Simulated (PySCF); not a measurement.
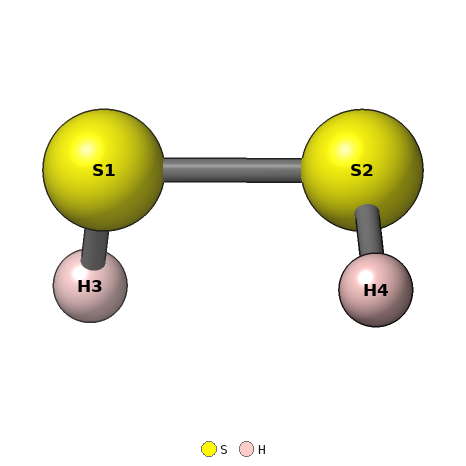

Atoms carry their numbers in the input. The computed structure is the end point of a PBE0-D3(BJ)/def2-SVP optimisation. No frequency run is at hand to confirm it as a minimum.

What is the geometry at S1?

Answer. S1 has 2 neighbours (S2 at 2.07, H3 at 1.36 Å); the arrangement is bent.
